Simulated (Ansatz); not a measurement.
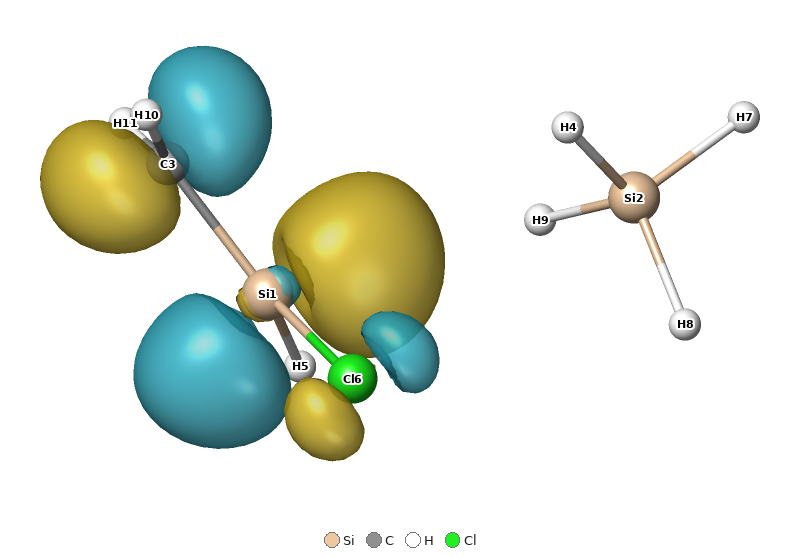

The picture shows: CH₃ClSi···SiH₄. One frontier orbital at ±0.15 Å⁻³ᐟ² (yellow and cyan are the two phases), seen at a tilt.

The calculation used RKS PBE-D4/def2-SVP (Ansatz 0.2.0).

```xyz
11

Si   -0.0773   -1.3642   -1.0323
Si    0.8623    1.9324    0.9874
C    -1.6719   -1.8821   -0.6927
H     0.2159    1.0882    2.0469
H     0.4025   -0.7758   -2.3123
Cl    1.4839   -1.5878    0.3071
H     0.5071    3.3767    1.2060
H     2.3541    1.7709    1.0338
H     0.3504    1.5119   -0.3651
H    -1.9654   -2.3248    0.2694
H    -2.4619   -1.7452   -1.4480
```

Q: Which orbital is it: HOMO or LUMO?

A: The LUMO, at −1.82 eV. Its weight (Hirshfeld) is mainly on Si1 (about 45 %), C3 (about 30 %) and Cl6 (about 10 %); π-antibonding (π*) across Si1–C3.
